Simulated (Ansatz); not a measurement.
# BSiPH+ (quintet): one geometry, many settings

What do other methods and options give for BSiPH+ (quintet) at this geometry, and how long do they take?

Program: Ansatz 0.2.0, Gaussian basis. Level of theory: the settings change from run to run. These are calculated values, not measurements.

23 further runs of the same task are left out: 8 that didn't finish, 15 set aside as unsound or not needed. Runs told in other sessions of the task aren't counted.

### Step 1. The system

The geometry is a PBE0/def2-TZVP stationary point (not a proven minimum) of the parent state, kept for this charge and spin.

4 atoms, charge 1, spin multiplicity 5.

Atoms are counted from 1 here; the program's logs count them from 0.

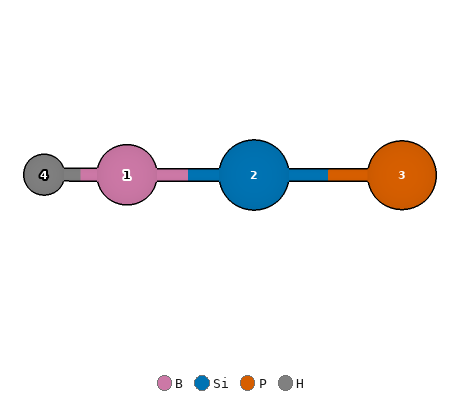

The structure; boron pink, silicon blue, phosphorus orange, hydrogen grey; atoms are numbered from 1 in the order of the file.

Geometry (Å):

```xyz
4

B     0.0000    0.0000    1.1336
Si    0.0000    0.0000   -0.6717
P     0.0000    0.0000   -2.7728
H     0.0000    0.0000    2.3110
```

### Step 2. CCSD(T) on ROHF/6-31G

in.yaml reads:

```yaml
crystal:
  periodic: [false, false, false]
  atoms:
    - {symbol: B, position_ang: [0.000000, 0.000000, 1.133575]}
    - {symbol: Si, position_ang: [0.000000, 0.000000, -0.671725]}
    - {symbol: P, position_ang: [0.000000, 0.000000, -2.772825]}
    - {symbol: H, position_ang: [0.000000, 0.000000, 2.310975]}
basis:
  gaussian: {orbitals: 6-31G}
total_charge: 1
magnetization: {spin_polarized: false, initial_magnetization: 4}
correlation: {method: ccsd_t, electrons: valence}
```

Started as:

```console
$ ansatz run in.yaml --threads 1 --pin off --events-out ev --progress --plain --max-ram 2393MiB
```

Output, cut to the lines that bear on the results:

```text
Functional definition: HF
  name "HF"
  cite "Fock, Z. Phys. 61, 126 (1930) doi:10.1007/BF01340294"
  parent pbe
[...]
438 factors; integrals over basis functions are off by at most 2.3e-4 eV
[...]
mean field -17807.63541821 eV, -654.4185311704 hartree, gradient 1.8e-6 eV, S^2 6.000000; 2 other end points of the search recorded, 0 dependent functions left out
determinant -17807.63541821 eV, -654.4185311704 hartree, with singles and doubles -17810.98077602 eV, -654.5414708023 hartree
determinant -17805.11830879 eV, -654.3260291053 hartree, with singles and doubles -17809.02063647 eV, -654.4694370024 hartree
determinant -17804.22328928 eV, -654.2931377451 hartree, with singles and doubles -17807.38157633 eV, -654.4092026533 hartree
11 core orbitals not correlated: weight in the atoms' cores, before any rotation towards them, 1.000 or more for the frozen orbitals, at most 0.000 for the correlated occupied ones
reference -17807.63541821 eV, -654.4185311704 hartree; 8, 4 occupied and 18, 22 virtual orbitals, 438 factors
second order -2.48934225 eV of doubles, -0.06726267 eV of singles
cycle   1  -3.34549804 eV  change   -1.4e-4 eV  update   1.1e-3
[...]
cycle   7  -3.34608448 eV  change   -2.8e-6 eV  update   8.9e-6
perturbative correction -0.09968525 eV, -0.0036633654 hartree
Total energy: -17811.08118793 eV, -654.5451608722 hartree
```

Run time: 0.76 s. Hardware: 1 thread of Intel Xeon 6975P-C, shared host.

From the report: correlation -3.4458 eV; T1 0.025; largest double amplitude 0.10.

### Step 3. HF (UHF)/cc-pVDZ

Changes to in.yaml since step 2:

```diff
@@ -8,5 +8,6 @@
 basis:
-  gaussian: {orbitals: 6-31G}
+  gaussian: {orbitals: cc-pVDZ}
 total_charge: 1
-magnetization: {spin_polarized: false, initial_magnetization: 4}
-correlation: {method: ccsd_t, electrons: valence}
+magnetization: {spin_polarized: true, initial_magnetization: 4}
+hamiltonian: {xc: hf}
+output: {forces: true, orbitals: {seedname: orbitals}}
```

The command is unchanged.

Output, cut to the lines that bear on the results:

```text
Functional definition: HF
  name "HF"
  cite "Fock, Z. Phys. 61, 126 (1930) doi:10.1007/BF01340294"
  parent pbe
[...]
554 factors; integrals over basis functions are off by at most 1.2e-3 eV
[...]
mean field -17810.60026593 eV, -654.5274873146 hartree, gradient 3.2e-5 eV, S^2 6.043893; 3 other end points of the search recorded, 0 dependent functions left out
[...]
reference -17810.60026593 eV, -654.5274873146 hartree; 19, 15 occupied and 36, 40 virtual orbitals, 554 factors
Total energy: -17810.60026593 eV, -654.5274873146 hartree
Atom 0 at     0.000000     0.000000     1.133575 Å, force    -0.000000    -0.000000     0.251512 eV/Å
Atom 1 at     0.000000     0.000000    -0.671725 Å, force     0.000000     0.000000     3.211859 eV/Å
Atom 2 at     0.000000     0.000000    -2.772825 Å, force    -0.000000    -0.000000    -3.405174 eV/Å
Atom 3 at     0.000000     0.000000     2.310975 Å, force     0.000000     0.000000    -0.058198 eV/Å
Dipole moment:    -0.000000     0.000000     0.396917 e Å
```

It took 1.6 s on 1 thread of Intel Xeon 6975P-C, shared host.

From the report: ⟨S²⟩ of the determinant 6.044 (pure quintet: 6.00).

### Step 4. CCSD on ROHF/cc-pVDZ

Changes to in.yaml since step 3:

```diff
@@ -10,4 +10,3 @@
 total_charge: 1
-magnetization: {spin_polarized: true, initial_magnetization: 4}
-hamiltonian: {xc: hf}
-output: {forces: true, orbitals: {seedname: orbitals}}
+magnetization: {spin_polarized: false, initial_magnetization: 4}
+correlation: {method: ccsd, electrons: valence}
```

Launched as before.

Output, cut to the lines that bear on the results:

```text
Functional definition: HF
  name "HF"
  cite "Fock, Z. Phys. 61, 126 (1930) doi:10.1007/BF01340294"
  parent pbe
[...]
554 factors; integrals over basis functions are off by at most 1.2e-3 eV
[...]
mean field -17810.35059529 eV, -654.5183120876 hartree, gradient 2.6e-6 eV, S^2 6.000000; 2 other end points of the search recorded, 0 dependent functions left out
[...]
determinant -17810.35059529 eV, -654.5183120876 hartree, with singles and doubles -17816.84602262 eV, -654.7570146392 hartree
determinant -17807.71663261 eV, -654.4215157447 hartree, with singles and doubles -17814.59975253 eV, -654.6744657362 hartree
determinant -17807.18102111 eV, -654.4018323850 hartree, with singles and doubles -17813.85932147 eV, -654.6472553965 hartree
11 core orbitals not correlated: weight in the atoms' cores, before any rotation towards them, 1.000 or more for the frozen orbitals, at most 0.000 for the correlated occupied ones
reference -17810.35059529 eV, -654.5183120876 hartree; 8, 4 occupied and 36, 40 virtual orbitals, 554 factors
second order -5.23059762 eV of doubles, -0.12176107 eV of singles
cycle   1  -6.49558522 eV  change   -1.6e-4 eV  update   6.4e-4
[...]
cycle   7  -6.49578499 eV  change    1.4e-6 eV  update   3.2e-6
Total energy: -17816.84638028 eV, -654.7570277830 hartree
```

It took 2.1 s on 1 thread of Intel Xeon 6975P-C, shared host.

From the report: correlation -6.4958 eV; T1 0.022; largest double amplitude 0.08.

### Step 5. MP2 on UHF/6-31G*

Changes to in.yaml since step 4:

```diff
@@ -8,5 +8,7 @@
 basis:
-  gaussian: {orbitals: cc-pVDZ}
+  gaussian: {orbitals: "6-31G*"}
 total_charge: 1
-magnetization: {spin_polarized: false, initial_magnetization: 4}
-correlation: {method: ccsd, electrons: valence}
+magnetization: {spin_polarized: true, initial_magnetization: 4}
+correlation: {method: mp2, electrons: outside_noble_gas}
+scf: {lower_state_search: light}
+output: {forces: true}
```

Same command.

Output, cut to the lines that bear on the results:

```text
Functional definition: HF
  name "HF"
  cite "Fock, Z. Phys. 61, 126 (1930) doi:10.1007/BF01340294"
  parent pbe
[...]
505 factors; integrals over basis functions are off by at most 1.1e-3 eV
[...]
mean field -17809.48404681 eV, -654.4864670183 hartree, gradient 3.7e-6 eV, S^2 6.047230; 0 other end points of the search recorded, 0 dependent functions left out
11 core orbitals not correlated: weight in the atoms' cores, before any rotation towards them, 1.000 or more for the frozen orbitals, at most 0.000 for the correlated occupied ones
reference -17809.48404681 eV, -654.4864670183 hartree; 8, 4 occupied and 36, 40 virtual orbitals, 505 factors
second order -4.74359415 eV of doubles, -0.00000000 eV of singles
[...]
Total energy: -17814.22764095 eV, -654.6607908878 hartree
Atom 0 at     0.000000     0.000000     1.133575 Å, force    -0.000000     0.000000     0.396360 eV/Å
Atom 1 at     0.000000     0.000000    -0.671725 Å, force     0.000000    -0.000000     2.901187 eV/Å
Atom 2 at     0.000000     0.000000    -2.772825 Å, force    -0.000000     0.000000    -3.238081 eV/Å
Atom 3 at     0.000000     0.000000     2.310975 Å, force    -0.000000     0.000000    -0.059466 eV/Å
Dipole moment:     0.000000    -0.000000     0.372484 e Å
```

It took 0.66 s on 1 thread of Intel Xeon 6975P-C, shared host.

From the report: ⟨S²⟩ of the determinant 6.047 (pure quintet: 6.00).

### Step 6. CISD/cc-pVDZ

in.yaml reads:

```yaml
crystal:
  periodic: [false, false, false]
  atoms:
    - {symbol: B, position_ang: [0.000000, 0.000000, 1.133575]}
    - {symbol: Si, position_ang: [0.000000, 0.000000, -0.671725]}
    - {symbol: P, position_ang: [0.000000, 0.000000, -2.772825]}
    - {symbol: H, position_ang: [0.000000, 0.000000, 2.310975]}
basis:
  gaussian: {orbitals: cc-pVDZ}
total_charge: 1
magnetization: {spin_polarized: false, initial_magnetization: 4}
correlation: {active_space: {ras: {orbitals: [4, 4, 36], electrons: 12, max_holes: 2, max_particles: 2}, fixed_orbitals: true}}
accuracy: high
```

The command is unchanged.

Output:

```text
Functional definition: HF
  name "HF"
  cite "Fock, Z. Phys. 61, 126 (1930) doi:10.1007/BF01340294"
  parent pbe
  exchange = exact_x
  correlation = 0
1076 factors; integrals over basis functions are off by at most 3.3e-9 eV
mean field evaluation 1: about -17809.0999 eV, gradient 1.3e1 eV
mean field evaluation 2: about -17809.1710 eV, gradient 1.3e1 eV
mean field evaluation 4: about -17810.3178 eV, gradient 1.9e0 eV
mean field evaluation 8: about -17810.3506 eV, gradient 9.1e-4 eV
mean field evaluation 16: about -17810.3506 eV, gradient 3.0e-8 eV
mean field -17810.35063669 eV, -654.5183136091 hartree, gradient 3.0e-8 eV, S^2 6.000000; 0 other end points of the search recorded, 0 dependent functions left out
reference -17810.35063669 eV, -654.5183136091 hartree; 19, 15 occupied and 36, 40 virtual orbitals, 1076 factors
state -17816.28385820 eV, -654.7363554781 hartree
Total energy: -17816.28385820 eV, -654.7363554781 hartree
```

It took 6.5 s on 1 thread of Intel Xeon 6975P-C, shared host.

From the report: 141,331 determinants.

### Step 7. CISD/cc-pVDZ

Changes to in.yaml since step 6:

```diff
@@ -12,2 +12,2 @@
 correlation: {active_space: {ras: {orbitals: [4, 4, 36], electrons: 12, max_holes: 2, max_particles: 2}, fixed_orbitals: true}}
-accuracy: high
+scf: {lower_state_search: full}
```

Launched as before.

Output, cut to the lines that bear on the results:

```text
Functional definition: HF
  name "HF"
  cite "Fock, Z. Phys. 61, 126 (1930) doi:10.1007/BF01340294"
  parent pbe
[...]
554 factors; integrals over basis functions are off by at most 1.2e-3 eV
[...]
mean field -17810.35059529 eV, -654.5183120876 hartree, gradient 2.6e-6 eV, S^2 6.000000; 5 other end points of the search recorded, 0 dependent functions left out
reference -17810.35059529 eV, -654.5183120876 hartree; 19, 15 occupied and 36, 40 virtual orbitals, 554 factors
state -17816.28381822 eV, -654.7363540087 hartree
Total energy: -17816.28381822 eV, -654.7363540087 hartree
```

Run time: 7.5 s. Hardware: 1 thread of Intel Xeon 6975P-C, shared host.

From the report: 141,331 determinants.

### Step 8. All runs side by side

Where basis and cores are those of an earlier UCCSDT(Q)/cc-pVDZ run (-17817.1667 eV), and the records show the same count of frozen orbitals and kind of state, the miss against it is given; a blank cell means that this couldn't be shown.

| level | correlated | functions | energy (eV) | from UCCSDT(Q) (meV) | time |
| --- | --- | --- | --- | --- | --- |
| CCSD(T) on ROHF/6-31G | valence | 37 | -17811.0812 |  | 0.76 s |
| HF (UHF)/cc-pVDZ |  | 55 | -17810.6003 | 6566.5 | 1.6 s |
| CCSD on ROHF/cc-pVDZ | valence | 55 | -17816.8464 | 320.4 | 2.1 s |
| MP2 on UHF/6-31G* | outside noble gas | 55 | -17814.2276 |  | 0.66 s |
| CISD/cc-pVDZ | valence | 55 | -17816.2839 |  | 6.5 s |
| CISD/cc-pVDZ | outside noble gas | 55 | -17816.2838 | 882.9 | 7.5 s |

### Step 9. Summary of results

| quantity | value |
| --- | --- |
| runs | 6 |
| quickest | MP2 on UHF/6-31G*, 0.66 s |
| slowest | CISD/cc-pVDZ, 7.5 s |

In words: Total energies in different bases, with other cores or another treatment of relativity can't be set against each other. CISD/cc-pVDZ took 11 times as long as MP2 on UHF/6-31G*; the jobs differ in more than the method. Among the correlated runs with a miss given, it spans +320 to +883 meV. Hartree-Fock, CASSCF and CASCI lack dynamic correlation by design.
